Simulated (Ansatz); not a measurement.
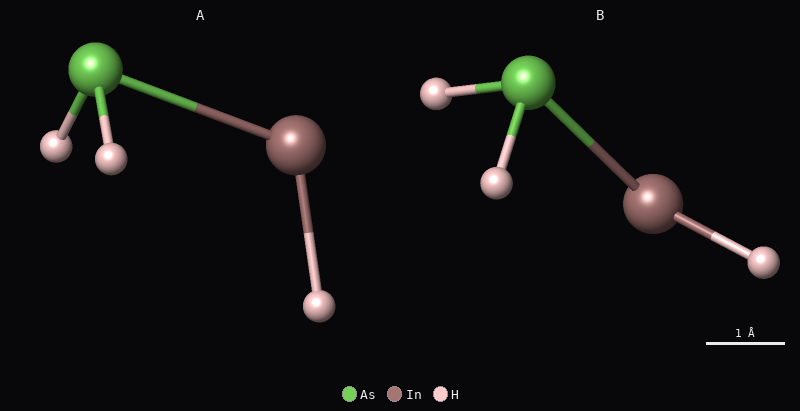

Two geometries of InAsH3 (multiplicity 2), drawn at one scale. One is the start of a relaxation, the other its converged end. Style: ball-and-stick. Shown from a free direction.

All numbers below come from UKS PBE/def2-SVPD in Ansatz. (collinear spin; force threshold 0.015 eV/Å; at most 40 steps)

Question: Which of the two is the end point?

Answer: Structure B is the relaxed one. The run prepares an end point of a later path (torsion) calculation, from a guessed geometry. The largest move after the best rigid fit is that of the In atom, 1.05 Å. By element the largest moves are In 1.05 Å, H 0.92 Å, As 0.46 Å. Some distances before and after: H–In 2.093 → 1.808 Å, As–In 2.929 → 2.714 Å, As–H 1.512 → 1.546 Å. Bond angles that change, for instance: In–As–H 81.1° → 92.4°, In–As–H 81.2° → 87.2°, H–As–H 88.9° → 91.5°. Groups turn about As–In by about 110°. The energy falls by 35.4 kJ/mol in 12 accepted moves (14 points after the start). Largest force component: 0.9 eV/Å at the start, 0.0044 eV/Å at the end. The line search rejected the trial steps at points 2, 12 of the run.
